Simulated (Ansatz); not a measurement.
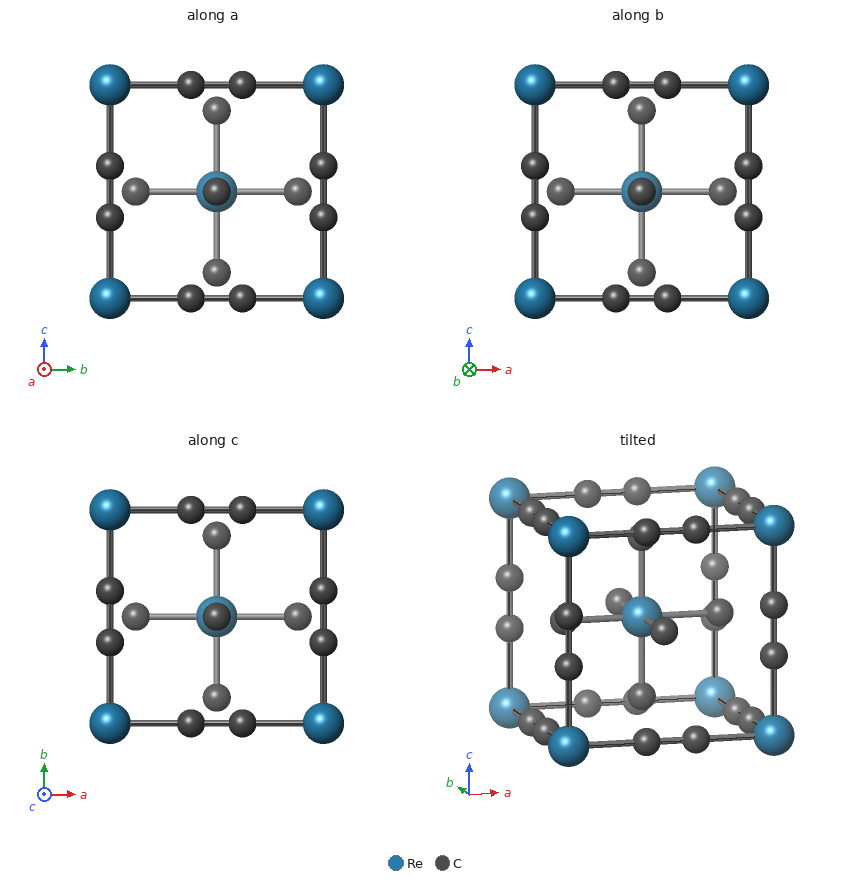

Ball-and-stick representation of a periodic structure, projected along the a axis, along the b axis, along the c axis and slightly off an axis. One conventional unit cell is framed, with atoms on its boundary repeated.

Lattice parameters: a = 5.3800 Å, b = 5.3800 Å, c = 5.3800 Å, α = 90.000°, β = 90.000°, γ = 90.000°.

### Give the structure in the form of a CIF with its space group and independent sites, with free fractional coordinates to two decimals.

```cif
data_structure
_symmetry_space_group_name_H-M 'I m -3 m'
_symmetry_Int_Tables_number 229
_cell_length_a 5.3800
_cell_length_b 5.3800
_cell_length_c 5.3800
_cell_angle_alpha 90.000
_cell_angle_beta 90.000
_cell_angle_gamma 90.000
_cell_volume 155.72
loop_
_atom_site_label
_atom_site_type_symbol
_atom_site_symmetry_multiplicity
_atom_site_Wyckoff_symbol
_atom_site_fract_x
_atom_site_fract_y
_atom_site_fract_z
_atom_site_occupancy
Re1 Re 2 a 0.00 0.00 0.00 1
C1 C 12 e 0.00 0.00 0.62 1
```

Origin of the cell: a structure type filled with these elements by a generator (whether the compound takes this form wasn't checked). This is the structure after a relaxation with DFT PBE, scalar-relativistic, plane waves, PAW (Ansatz).
